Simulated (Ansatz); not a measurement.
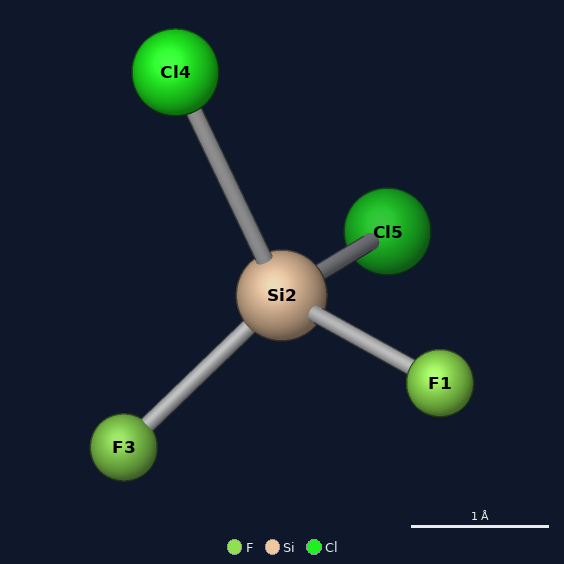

Orthographic view. Distant atoms are faded towards the background colour. The computed structure is the end point of a PBE-D4/def2-SVP optimisation. No frequency run is at hand to confirm it as a minimum.

Write a Z-matrix (Å, degrees) in the order of the atom numbers, with these reference atoms: 2 to 1; 3 to 2, 1; 4 to 2, 3, 1; 5 to 2, 3, 1.

```
F  
Si   1   1.614
F    2   1.614   1   107.7
Cl   2   2.035   3   109.3   1  -118.8
Cl   2   2.035   3   109.3   1   118.5
```
